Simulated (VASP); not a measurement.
Band structure of GaAs (relaxed from the WC structure, space group P-6m2). Level of theory: r2SCAN meta-GGA, VASP's PBE PAW potentials (set 64) (plane waves; VASP 6.6.1).

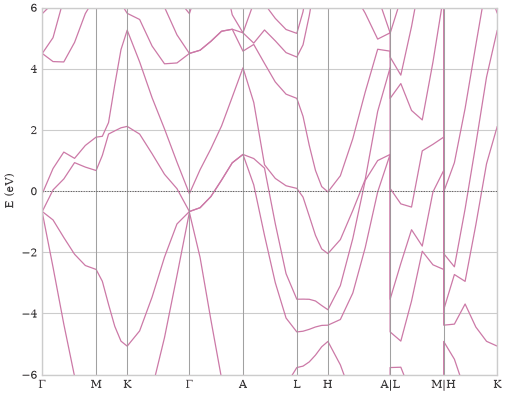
Figure: Bands along high-symmetry lines, zero at the valence-band maximum or, without a gap, the Fermi level

Question: Read the plot: is there a gap, and where are the band edges?

Answer: It has no gap at this level: it comes out as a metal or semimetal.

The structure was generated: GaAs was put into the WC type (P-6m2), which need not be its known phase. It was relaxed first, which changed the volume by +14 %.
